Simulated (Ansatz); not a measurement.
## Pd (Fm-3m, 1 atom in the cell): the cell at rest

Wanted: the relaxed cell of Pd (Fm-3m, 1 atom in the cell).

Method: DFT PBE, scalar-relativistic, plane waves, PAW, in Ansatz 0.2.0.

## 1. Starting point

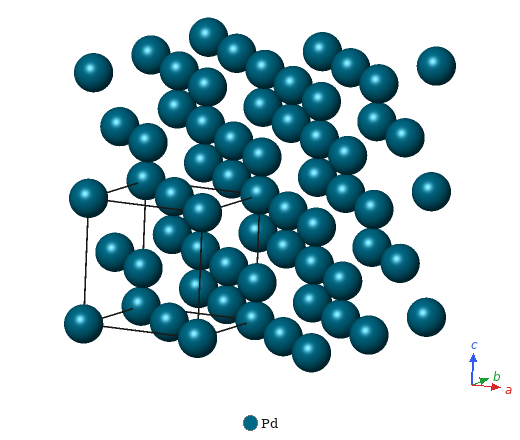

The starting structure, seen from a free direction (palladium blue). 2×2×2 cells are drawn. This picture shows the conventional cell, with its axes. Some periodic images of atoms are drawn too.

## 2. Probe on a coarse mesh

A quick single point on a coarse mesh tells whether the cell has a gap and how far it is from rest, which sets the k mesh and smearing that follow.

The input, input.yaml:

```yaml
crystal:
  lattice:
    - [0.0, 1.9465, 1.9465]
    - [1.9465, 0.0, 1.9465]
    - [1.9465, 1.9465, 0.0]
  atoms:
    - { symbol: Pd, position: [0.0, 0.0, 0.0], spin: 1.0 }
kpoints:
  mp_grid: { grid: [8, 8, 8] }
hamiltonian:
  xc: pbe
scf:
  occupations: { method: gaussian, width: 0.1 }
  lower_state_search: "off"
output:
  forces: true
  stress: true
  eigenvalues: true
  populations: true
magnetization:
  spin_polarized: true
```

Launch:

```
$ ansatz run input.yaml --threads 4 --pin off --max-ram 7168MiB --backend cpu --events-out ev --progress --plain --runs-dir out
```

Numbers of over 12 decimals in the logs are rounded to 6 here.

The log of the run:

```text
Engine: ansatz 0.2.0, aarch64-unknown-linux-gnu
Pseudopotentials: kind: paw
Pseudopotential: Pd, paw, valence charge 18, recommended cutoff 420 eV (normal), Pd.paw.azcp
Functional definition: PBE
  parameter kappa = 0.804
  parameter beta = 0.066725
  exchange = pbe_x(kappa = kappa, mu = beta*pi^2/3)
  correlation = pbe_c(beta = beta)
Crystal: 1 atoms, lattice volume = 14.750 Å³
[...]
k-point 2 ↑: bands = [... 5 lower, 16.9732, 17.3038, 17.3038, 18.7760, 18.7760, 34.3086, 37.8973, 43.3198, ... 1 higher]
  k-point 28 ↓: bands = [... 5 lower, 16.4639, 16.4639, 18.5240, 20.1590, 28.7450, 28.7450, 30.1767, 31.4382, ... 1 higher]
--- Löwdin populations: 1 site ---
  site symbol       q [e]    m [muB]
     0     Pd     17.4132    -0.0001
  spilling = 0.032602 (of n_electrons = 18.000000)
[key lines of the parts left out:]
SCF converged after 22 iterations
Magnetization: -0.0001 μB (8.9999 up, 9.0001 down)
Free energy (F): -6972.820390 eV
Fermi energy:    19.927538 eV
P = ⅓ Tr σ = 7.9553 GPa (79.553 kbar)
```

It took 0.66 s on 4 threads of Arm Neoverse V2, shared host; peak memory 0.24 GiB; 2 s of CPU time.

This step gave:

```
pressure          : 7.955 GPa
volume per atom   : 14.75 Å³
gap on the k-mesh : 0 eV
```

The coarse mesh shows no gap and a pressure of 8.0 GPa.

## 3. Bringing the structure to rest

The cell and atoms are relaxed, since residual forces and stress would shift the frequencies.

The input, input.yaml:

```yaml
crystal:
  lattice:
    - [0.0, 1.9465, 1.9465]
    - [1.9465, 0.0, 1.9465]
    - [1.9465, 1.9465, 0.0]
  atoms:
    - { symbol: Pd, position: [0.0, 0.0, 0.0] }
kpoints:
  mp_grid: { grid: [18, 18, 18] }
hamiltonian:
  xc: pbe
scf:
  occupations: { method: gaussian, width: 0.1 }
output:
  forces: true
  stress: true
  eigenvalues: true
relax:
  adjacent_minimum: "off"
  f_tol: 0.005
  max_steps: 80
  cell: { stress_tol: 0.05 }
```

The log of the run:

```text
[...]
Crystal: 1 atoms, lattice volume = 14.750 Å³
Basis set: ecut = 420 eV, 283 PW (Γ), exchange–correlation on 40×40×40 points (8 copies of the dense FFT grid, shifted against one another)
Bands: 13, of which v1, the nominal top of the filled ones, is band 9 counted from 1 (8 counted from 0)
Symmetry: 48 space group operations
[...]
k-points: 195 of 5832
[...]
SCF iter   1: F=—  HF=-6972.846006 eV  |F-HF|=—  |Δ(HF+E_count)|=         —  Δρ=4.41e-3  dr2=1.57e-3  ethr=1.77e-3  ⟨swp⟩=5.0  Hψ=14697  notcnv=0
[...]
SCF iter   6: F=-6972.845814 eV  HF=-6972.845814 eV  |F-HF|=1.46e-11  |Δ(HF+E_count)|=   1.37e-9  Δρ=1.44e-6  dr2=1.20e-10  ethr=3.10e-11  ⟨swp⟩=2.0  Hψ=7209  notcnv=0
SCF 1 converged in 6 iterations: F = -6972.845814 eV  dr2 = 1.20e-10
[...]
relax step   1: F+E_penalty+E_count = -6972.84581392 eV  Δ(F+E_penalty+E_count) = +0.000e0 eV  max|allowed force component| = 0.000e0 eV/Å  Δτ_max = 0.0000 Å  P = +7.040 GPa  Ω = 14.750 Å³  (6 SCF iters, dr2 threshold 1.00e-7 eV, accepted)
Crystal: 1 atoms, lattice volume = 15.695 Å³
Basis set: ecut = 420 eV, 331 PW (Γ), exchange–correlation on 40×40×40 points (8 copies of the dense FFT grid, shifted against one another)
[...]
iter 1 solved again at ethr=3.06e-5 eV; its pass at ethr=3.10e-3 eV (dr2=5.50e-3 eV) is discarded
[...]
SCF iter   6: F=-6972.852781 eV  HF=-6972.852781 eV  |F-HF|=1.76e-10  |Δ(HF+E_count)|=   3.76e-8  Δρ=2.59e-6  dr2=4.26e-10  ethr=5.56e-10  ⟨swp⟩=3.5  Hψ=7238  notcnv=0
SCF 2 converged in 6 iterations: F = -6972.852781 eV  dr2 = 4.26e-10
relax step   2: F+E_penalty+E_count = -6972.85278062 eV  Δ(F+E_penalty+E_count) = -6.967e-3 eV  max|allowed force component| = 0.000e0 eV/Å  Δτ_max = 0.0000 Å  P = -3.826 GPa  Ω = 15.695 Å³  energy of the carried Pulay correction = -3.889e-4 eV  (6 SCF iters, dr2 threshold 1.00e-7 eV, accepted)
Crystal: 1 atoms, lattice volume = 15.349 Å³
Basis set: ecut = 420 eV, 307 PW (Γ), exchange–correlation on 40×40×40 points (8 copies of the dense FFT grid, shifted against one another)
[...]
SCF iter   5: F=-6972.857510 eV  HF=-6972.857510 eV  |F-HF|=2.17e-9  |Δ(HF+E_count)|=   1.23e-7  Δρ=1.09e-5  dr2=6.90e-9  ethr=5.56e-10  ⟨swp⟩=4.1  Hψ=8089  notcnv=0
SCF 3 converged in 5 iterations: F = -6972.857510 eV  dr2 = 6.90e-9
relax step   3: F+E_penalty+E_count = -6972.85751011 eV  Δ(F+E_penalty+E_count) = -4.729e-3 eV  max|allowed force component| = 0.000e0 eV/Å  Δτ_max = 0.0000 Å  P = -0.336 GPa  Ω = 15.349 Å³  energy of the carried Pulay correction = -2.492e-4 eV  (5 SCF iters, dr2 threshold 1.00e-7 eV, accepted)
[...]
relax step   4: F+E_penalty+E_count = -6972.85755499 eV  Δ(F+E_penalty+E_count) = -4.488e-5 eV  max|allowed force component| = 0.000e0 eV/Å  Δτ_max = 0.0000 Å  P = -0.005 GPa  Ω = 15.318 Å³  energy of the carried Pulay correction = -2.368e-4 eV  (4 SCF iters, dr2 threshold 1.00e-7 eV, accepted)
[...]
SCF iter   6: F=-6972.857750 eV  HF=-6972.857750 eV  |F-HF|=1.82e-12  |Δ(HF+E_count)|=  1.82e-12  Δρ=5.12e-8  dr2=3.69e-14  ethr=1.00e-12  ⟨swp⟩=4.7  Hψ=8691  notcnv=0
SCF 5 converged in 6 iterations: F = -6972.857750 eV  dr2 = 3.69e-14
relax step   5: F+E_penalty+E_count = -6972.85775003 eV  Δ(F+E_penalty+E_count) = -1.950e-4 eV  max|allowed force component| = 0.000e0 eV/Å  Δτ_max = 0.0000 Å  P = -0.030 GPa  Ω = 15.318 Å³  stress off target by 2.96e-2 GPa  SCF on the basis re-selected at this cell (its energy is not comparable with the rows above)  (6 SCF iters)
basis re-selected at this cell: Δ(F+E_penalty+E_count) = -1.950e-4 eV, ΔP = -0.024 GPa vs the last step (what re-selecting the basis moved, of the pressure what is left beyond the Pulay correction that the steps carried, after the strain that the cell walked since its last selection, with what the two solves' SCF thresholds leave and, on support functions, any second-order correction that the steps lacked; it is no measure of the basis error at this ecutwfc). This SCF's stress stands 2.96e-2 GPa from its target on what of the cell is left free (relax.cell.stress_tol is 5.00e-2 GPa) and its largest allowed force component is 0.00e0 eV/Å (relax.f_tol is 5.00e-3 eV/Å): [rest of the remark cut]
SCF converged after 6 iterations
Free energy (F): -6972.857750 eV
[...]
Internal energy: -6972.845541 eV  (E = F + TS)
E sigma→0 (E₀):  -6972.851645 eV
Entropy (-TS):   -0.012209 eV (-12.209 meV/atom)
Fermi energy:    18.826084 eV
[...]
--- Stress (GPa, compression-positive) ---
       -0.029647      -0.000000      -0.000000
       -0.000000      -0.029647      -0.000000
       -0.000000      -0.000000      -0.029647
  P = ⅓ Tr σ = -0.0296 GPa (-0.296 kbar)
--- Band table (eV; the first three rows and the last of 195) ---
  k-point 0: bands = [... 5 lower, 16.1530, 16.1530, 16.1530, 17.6688, 17.6688, 35.8279, 40.3364, 40.3364]
  k-point 1: bands = [... 5 lower, 16.1154, 16.1901, 16.1901, 17.6512, 17.6512, 35.9372, 39.6110, 40.4545]
  k-point 2: bands = [... 5 lower, 16.0218, 16.2871, 16.2871, 17.6145, 17.6145, 36.1625, 38.1301, 40.7922]
  k-point 194: bands = [... 5 lower, 15.3071, 16.0113, 17.6355, 19.0997, 26.7891, 28.2425, 28.8746, 30.1782]
--- Relaxed structure (4 steps of the walk, 4 accepted, 1 SCFs on fresh bases) ---
  F+E_penalty+E_count = -6972.85775003 eV   max|allowed force component| = 0.000e0 eV/Å   (the final SCF, on the basis selected at the relaxed cell)
  cell:  # Å, volume = 15.3184 Å³
    - [0, 1.971188, 1.971188]
    - [1.971188, 0, 1.971188]
    - [1.971188, 1.971188, 0]
  atoms:
    - { symbol: Pd, position: [0.0, 0.0, 0.0] }
```

Elapsed: 2.6 s, on 4 threads; peak memory 0.31 GiB.

Step by step:

```
step  energy less that of the first step (eV)  largest force component (eV/Å)  pressure (GPa)  volume (Å³)
   1                                   0.0000                          0.0000            7.04        14.75
   2                                  -0.0070                          0.0000           -3.83        15.70
   3                                  -0.0117                          0.0000           -0.34        15.35
   4                                  -0.0117                          0.0000           -0.01        15.32
  5*                                  -0.0119                          0.0000           -0.03        15.32
```

Relaxation steps marked * repeat the geometry before them on a plane-wave basis chosen anew for their cell, so energy and pressure can jump there.

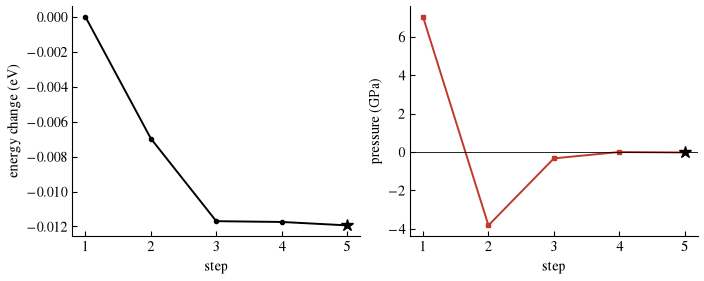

Energy and pressure along the relaxation. Stars mark steps on a basis chosen anew.

```
conventional cell, symmetrised  before  after  change
                         a (Å)   3.893  3.942  +1.3 %
                         b (Å)   3.893  3.942  +1.3 %
                         c (Å)   3.893  3.942  +1.3 %
              volume (Å³/atom)   14.75  15.32  +3.9 %
```

The relaxed structure:

```xyz
1
Lattice="0.0000 1.9712 1.9712 1.9712 0.0000 1.9712 1.9712 1.9712 0.0000" Properties=species:S:1:pos:R:3 pbc="T T T"
Pd    0.0000    0.0000    0.0000
```

This step gave:

```
pressure        : -0.02965 GPa
volume per atom : 15.32 Å³
```

In this step the volume went from 14.75 to 15.32 Å³/atom.

## 4. Tight relaxation

Phonons need a cell at rest on their own settings, so the relaxation is repeated with tight tolerances on forces and stress on the k mesh and occupations of the first response run.

The input, input.yaml:

```yaml
crystal:
  lattice:
    - [0.0, 1.9711878732, 1.9711878732]
    - [1.9711878732, 0.0, 1.9711878732]
    - [1.9711878732, 1.9711878732, 0.0]
  atoms:
    - { symbol: Pd, position: [0.0, 0.0, 0.0] }
kpoints:
  mp_grid: { grid: [20, 20, 20] }
hamiltonian:
  xc: pbe
scf:
  occupations: { method: methfessel_paxton, width: 0.2 }
output:
  forces: true
  stress: true
  eigenvalues: true
relax:
  adjacent_minimum: "off"
  f_tol: 0.001
  max_steps: 60
  cell: { stress_tol: 0.01 }
```

The log of the run:

```text
[...]
Crystal: 1 atoms, lattice volume = 15.318 Å³
Basis set: ecut = 420 eV, 307 PW (Γ), exchange–correlation on 40×40×40 points (8 copies of the dense FFT grid, shifted against one another)
Bands: 13, of which v1, the nominal top of the filled ones, is band 9 counted from 1 (8 counted from 0)
Symmetry: 48 space group operations
[...]
k-points: 256 of 8000
[...]
k-point 2: bands = [... 5 lower, 16.0422, 16.2641, 16.2641, 17.6210, 17.6210, 36.1277, 38.4468, 40.7150]
  k-point 255: bands = [... 5 lower, 15.6418, 15.6418, 17.5861, 19.0990, 27.5265, 27.5265, 28.8667, 30.1504]
--- Relaxed structure (3 steps of the walk, 3 accepted, 1 SCFs on fresh bases) ---
[...]
cell:  # Å, volume = 15.3157 Å³
    - [0, 1.971072, 1.971072]
    - [1.971072, 0.0, 1.971072]
    - [1.971072, 1.971072, 0]
  atoms:
    - { symbol: Pd, position: [0.0, 0.0, 0.0] }
[key lines of the parts left out:]
SCF converged after 5 iterations
Free energy (F): -6972.848351 eV
Fermi energy:    18.819537 eV
P = ⅓ Tr σ = -0.0005 GPa (-0.005 kbar)
```

Elapsed: 2.5 s, on 4 threads; peak memory 0.33 GiB.

Little changed from the start: no atom moved by 0.005 Å and no cell edge by 0.1 %.

This step gave:

* pressure: -4.79e-4 GPa

The forces vanish by symmetry and the pressure is 0.000 GPa, within the tolerances set. The cell now holds 15.32 Å³/atom.

## 5. What came out

```json
{"space group after relaxation (within 0.01 Å)": "Fm-3m", "lattice constant a": "3.942 Å", "lattice constant b": "3.942 Å", "lattice constant c": "3.942 Å", "volume per atom": "15.3 Å³"}
```

The forces vanish by symmetry and the pressure is 0.000 GPa, within the tolerances set. The cell now holds 15.32 Å³/atom. The relaxation keeps the symmetry of its start, so it says nothing on stability against lower symmetry. Some magnetic starts kept moments in single points, but the one carried on lost them, and the others were not relaxed, so the runs shown are non-magnetic; if the real compound is magnetic, its cell and modes can differ much.

[Logs are printed without paths, hosts, clocks, repeated set-up lines and the standing remarks that a program may print on its own settings, such as how far it seeks lower states.]

[Hosts, paths, dates, database ids (printed as entryN), source tags and the programs' standing remarks are cut or masked in the printed files.]
